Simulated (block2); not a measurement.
# DMRG/STO-3G run of SnO (tin(ii) oxide)

Aim: the vertical singlet–triplet gap of SnO (tin(ii) oxide) at DMRG/STO-3G, from 2 runs. 

The calculation is run with block2 0.5.4.

3 further runs of the same task are left out: 1 that didn't finish, 2 set aside as unsound or not needed. Runs told in other sessions of the task aren't counted.

## (1) Starting point

SnO has 2 atoms, charge 0, and is taken as a singlet. As SMILES, `[O]=[Sn]`. The coordinates come from a PBE0-D4/def2-TZVP relaxation.

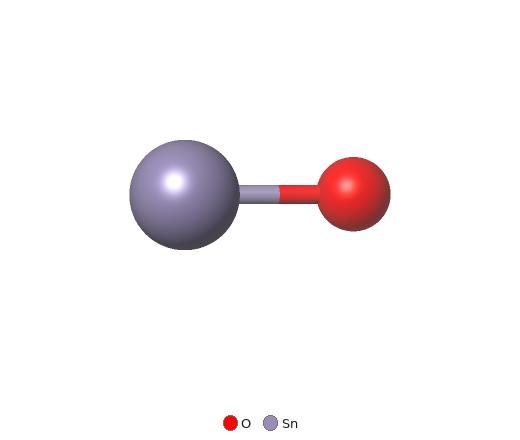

Viewed from a chosen angle; oxygen red, tin purple.

## (2) A single-point energy at DMRG/STO-3G

Input file make_fcidump.py:

```python
from pyscf import ao2mo, cc, dft, gto, mcscf, mp, scf
from pyscf.tools import fcidump

geom = """
O      0.00000000     0.00000000    -0.01337926
Sn     0.00000000     0.00000000     3.42165150
"""
mol = gto.M(
    atom=geom,
    basis="sto-3g",
    unit="bohr",
    spin=0,
    verbose=3,
)
print("basis functions = %d" % (mol.nao))
mf = scf.RHF(mol)
mf.conv_tol = 1e-10
mf.max_cycle = 200
mf.kernel()
if not mf.converged:
    mf = mf.newton().run(mf.mo_coeff, mf.mo_occ)
print("SCF energy = %.10f" % (mf.e_tot))
ref = mf
pt = mp.MP2(ref, frozen=19).run()
mycc = cc.CCSD(ref, frozen=19)
mycc.max_cycle = 150
mycc.kernel()
print("MP2 total energy = %.10f" % (pt.e_tot))
if mycc.converged:
    print(f"CCSD total energy = {mycc.e_tot:.10f}")
    print(f"E(CCSD(T)) = {mycc.e_tot + mycc.ccsd_t():.10f}")
    print("T1 diagnostic = %.4f" % (mycc.get_t1_diagnostic()))
ks = dft.RKS(mol, xc="m06l").set(conv_tol=1e-9, verbose=3).run()
if ks.converged:
    print(f"E(M06-L) = {ks.e_tot:.8f}")
ks = dft.RKS(mol, xc="tpss").set(conv_tol=1e-9, verbose=3).run()
if ks.converged:
    print("E(TPSS) = %.8f" % (ks.e_tot))
ks = dft.RKS(mol, xc="hse06").set(conv_tol=1e-9, verbose=3).run()
if ks.converged:
    print(f"E(HSE06) = {ks.e_tot:.8f}")
ks = dft.RKS(mol, xc="revpbe").set(conv_tol=1e-9, verbose=3).run()
if ks.converged:
    print("E(revPBE) = %.8f" % (ks.e_tot))
ks = dft.RKS(mol, xc="bhandhlyp").set(conv_tol=1e-9, verbose=3).run()
if ks.converged:
    print(f"E(BHLYP) = {ks.e_tot:.8f}")
occ_no, mo = mcscf.addons.make_natural_orbitals(mp.MP2(mf, frozen=19).run())
mf.mo_coeff = mo
cas = mcscf.CASCI(mf, 13, 20)
h1, ecore = cas.get_h1eff()
fcidump.from_integrals("FCIDUMP", h1, cas.get_h2eff(), 13, 20, nuc=ecore, ms=0)
ci = mcscf.CASCI(mf, 13, (10, 10))
ci.fix_spin_(ss=0)
ci.fcisolver.conv_tol = 1e-10
ci.fcisolver.max_cycle = 200
ci.kernel()
print("E(FCI) = %.10f" % (ci.e_tot))
```

Input file input.conf:

```
sym c1
orbitals FCIDUMP
nelec 20
spin 0
irrep 1
schedule
0 75 1E-07 1E-04
4 112 1E-07 1E-04
6 150 1E-07 1E-05
8 150 1E-08 0.0
end
maxiter 14
sweep_tol 1E-06
noreorder
mem 2g
num_thrds 1
prefix ./tmp
outputlevel 1
onepdm
```

Launch:

```
$ python make_fcidump.py && block2main input.conf
```

Standard output:

```text
$ python make_fcidump.py
[... 2 lines left out ...]
SCF energy = -6037.0464001402
[... 4 lines left out ...]
CCSD total energy = -6037.1908765326
[... 5 lines left out ...]
converged SCF energy = -6039.20892167446
[... 3 lines left out ...]
converged SCF energy = -6039.11290203016
[... 40 lines left out ...]
integral sym error =            0
[... 43 lines left out ...]
DMRG Energy = -6037.216851340523135
[... 18 lines left out ...]
Expectation | Direction = backward | BRA bond dimension =  150 | KET bond dimension =  150
Time elapsed =      0.093
NPDM Sorting | Nsites =    13 | Nmaxops =  2 | DotSite = 2 | SymbolFree = T | Compressed = T | LowMem = F | Mem = 1.32 KB
Ttotal =      0.000

DMRG OCC =   2.000 2.000 2.000 2.000 2.000 1.998 1.966 1.943 1.866 1.866 0.151 0.151 0.059
```

It took 19 s on 1 thread of Arm Neoverse V2, shared host; peak memory 0.22 GiB.

## (3) The triplet: the energy at DMRG/STO-3G

Input file prepare.py:

```python
from pyscf import ao2mo, cc, dft, gto, mcscf, mp, scf
from pyscf.tools import fcidump

geom = """
O      0.00000000     0.00000000    -0.01337926
Sn     0.00000000     0.00000000     3.42165150
"""
mol = gto.M(
    atom=geom,
    basis="sto-3g",
    unit="bohr",
    spin=2,
    verbose=3,
)
print("nao = %d" % (mol.nao))
mf = scf.ROHF(mol)
mf.conv_tol = 1e-10
mf.max_cycle = 200
mf.kernel()
if not mf.converged:
    mf = mf.newton().run(mf.mo_coeff, mf.mo_occ)
print(f"SCF energy = {mf.e_tot:.10f}")
# MP2, CCSD and CCSD(T) with the same frozen core
ref = scf.UHF(mol).run(mf.make_rdm1(), conv_tol=1e-10)
pt = mp.MP2(ref, frozen=19).run()
mycc = cc.CCSD(ref, frozen=19)
mycc.max_cycle = 150
mycc.kernel()
print("E(MP2) = %.10f" % (pt.e_tot))
if mycc.converged:
    print(f"CCSD total energy = {mycc.e_tot:.10f}")
    print(f"CCSD(T) total energy = {mycc.e_tot + mycc.ccsd_t():.10f}")
# a few density functionals on the same geometry and basis
ks = dft.UKS(mol, xc="m06l").set(conv_tol=1e-9, verbose=3).run(mf.make_rdm1())
if ks.converged:
    print(f"E(M06-L) = {ks.e_tot:.8f}")
ks = dft.UKS(mol, xc="tpss").set(conv_tol=1e-9, verbose=3).run(mf.make_rdm1())
if ks.converged:
    print("E(TPSS) = %.8f" % (ks.e_tot))
ks = dft.UKS(mol, xc="hse06").set(conv_tol=1e-9, verbose=3).run(mf.make_rdm1())
if ks.converged:
    print("E(HSE06) = %.8f" % (ks.e_tot))
ks = dft.UKS(mol, xc="revpbe").set(conv_tol=1e-9, verbose=3).run(mf.make_rdm1())
if ks.converged:
    print("E(revPBE) = %.8f" % (ks.e_tot))
ks = dft.UKS(mol, xc="bhandhlyp").set(conv_tol=1e-9, verbose=3).run(mf.make_rdm1())
if ks.converged:
    print(f"E(BHLYP) = {ks.e_tot:.8f}")
# natural orbitals of MP2 give a compact matrix product state
occ_no, mo = mcscf.addons.make_natural_orbitals(mp.MP2(mf.to_uhf(), frozen=19).run())
mf.mo_coeff = mo
# FCIDUMP for the DMRG program
cas = mcscf.CASCI(mf, 13, 20)
h1, ecore = cas.get_h1eff()
fcidump.from_integrals("FCIDUMP", h1, cas.get_h2eff(), 13, 20, nuc=ecore, ms=2)
# FCI check
ci = mcscf.CASCI(mf, 13, (11, 9))
ci.fix_spin_(ss=2)
ci.fcisolver.conv_tol = 1e-10
ci.fcisolver.max_cycle = 200
ci.kernel()
print(f"exact diagonalisation = {ci.e_tot:.10f}")
```

Input file dmrg.conf:

```
sym c1
orbitals FCIDUMP
nelec 20
spin 2
irrep 1
occ 2 2 2 2 2 2 2 2 2 1 1 0 0
cbias 0.3
schedule
0 75 1E-08 1E-04
2 112 1E-08 1E-04
5 150 1E-08 1E-05
9 150 1E-09 0.0
end
maxiter 15
sweep_tol 1E-06
noreorder
mem 2g
num_thrds 1
prefix ./tmp
outputlevel 1
onepdm
```

Launch:

```
$ python prepare.py && block2main dmrg.conf
```

Standard output:

```text
$ python prepare.py
nao = 32
converged SCF energy = -6036.99368614256
SCF energy = -6036.9936861426
converged SCF energy = -6036.9954995699  <S^2> = 2.0150479  2S+1 = 3.0100152
E(UMP2) = -6037.04368707237  E_corr = -0.0481875024678098
E(SCS-UMP2) = -6037.04245235428  E_corr = -0.0469527843870643
E(UCCSD) = -6037.077132885778  E_corr = -0.08163331588068723
E(MP2) = -6037.0436870724
CCSD total energy = -6037.0771328858
UCCSD(T) correction = -0.0114688180599673
CCSD(T) total energy = -6037.0886017038

WARN: HOMO 0.0424891399756364 >= LUMO -0.0219860078442616

WARN: HOMO 0.0469102601987185 >= LUMO -0.0833213278022026

WARN: HOMO 0.0628478623266135 >= LUMO -0.0190226127959175

WARN: HOMO 0.0701182424144552 >= LUMO -0.0128349417462017

WARN: HOMO 0.080576164045159 >= LUMO 0.00200279032543471

WARN: HOMO 0.0237382723722549 >= LUMO -0.0551902170837462

[... 8 lines left out ...]
WARN: HOMO 0.025676306550455 >= LUMO -0.0697717868922756
[... 31 lines left out ...]
WARN: HOMO 0.026080486748635 >= LUMO -0.0702843602511162
[... 31 lines left out ...]
WARN: HOMO 0.0265041738366255 >= LUMO -0.0702886377871002
[... 15 lines left out ...]
SCF not converged.
[... 14 lines left out ...]
WARN: HOMO 0.0443600940516529 >= LUMO -0.0394195715114823
[... 32 lines left out ...]
WARN: HOMO 0.00237808504341641 >= LUMO -0.0459168529320177
[... 32 lines left out ...]
WARN: HOMO 0.0345935300048874 >= LUMO -0.0725709276354862
[... 31 lines left out ...]
WARN: HOMO 0.0332062683778402 >= LUMO -0.0740111604074726
[... 31 lines left out ...]
WARN: HOMO 0.0328625321829368 >= LUMO -0.0740086386260981
[... 21 lines left out ...]
SCF not converged.
[... 42 lines left out ...]
integral sym error =            0
[... 46 lines left out ...]
DMRG Energy = -6037.103663834955114
[... 18 lines left out ...]
Expectation | Direction =  forward | BRA bond dimension =  150 | KET bond dimension =  150
Time elapsed =      0.082
NPDM Sorting | Nsites =    13 | Nmaxops =  2 | DotSite = 2 | SymbolFree = T | Compressed = T | LowMem = F | Mem = 1.32 KB
Ttotal =      0.000

DMRG OCC =   2.000 1.999 2.000 1.999 1.999 1.994 1.469 1.965 1.474 0.545 1.963 0.541 0.052
```

Wall time 44 s (1 thread of Arm Neoverse V2, shared host); peak memory 0.23 GiB.

## (4) What came out

Level: DMRG/STO-3G, 19 core orbitals frozen.

```
                                          quantity           value
                  run 1, DMRG/STO-3G: total energy  -6037.21685 Eh
run 1, DMRG/STO-3G: T1 diagnostic of the CCSD step           0.039
                             triplet: total energy  -6037.10366 Eh
  vertical energy of the triplet above the singlet        3.080 eV
```

At this shape the triplet lies 3.08 eV (297 kJ/mol) above the singlet. In a minimal basis such a difference can be off by several eV, whatever the method. The T1 diagnostic (run 1, DMRG/STO-3G) of 0.039 is above the customary mark for such species, so a single reference may not serve. Relativity is left out (run 1, DMRG/STO-3G) although the molecule holds a heavy atom. Relativity is left out (triplet) although the molecule holds a heavy atom.
